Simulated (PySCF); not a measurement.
Sn(Me)(OH)2(OMe), C2H8O3Sn, SMILES C[O][Sn]([CH3])([OH])[OH] at its PBE0/def2-SVP optimised geometry (Å):

```
14

C     -1.7780    -2.0611    -1.6712
O     -0.6415    -1.2484    -1.5877
Sn    -0.2675    -0.1166     0.0000
C     -1.1149     1.8288     0.0000
O      1.7090    -0.1166     0.0000
O     -0.9385    -1.1001     1.5821
H     -2.6751    -1.5017    -2.0033
H     -1.5967    -2.8560    -2.4155
H     -2.0324    -2.5530    -0.7130
H     -0.3294     2.5530     0.2532
H     -1.9175     1.8675     0.7480
H     -1.5157     2.0482    -0.9983
H      2.0324    -0.7260    -0.6757
H     -0.3752    -1.8496     1.8081
```

Calculation: PBE0/def2-TZVP, def2 effective core potentials past Kr (PySCF). The core electrons that the potentials of Sn replace are not part of the density.

Map of the Laplacian of the electron density (e/bohr⁵) on the plane z = 1.0 Å:

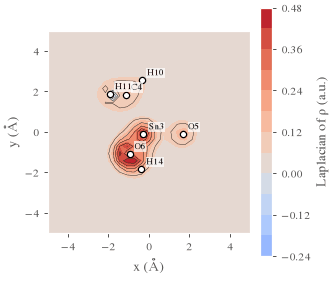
Fig. 1. Laplacian of the electron density (e/bohr⁵) on the plane z = 1.0 Å.
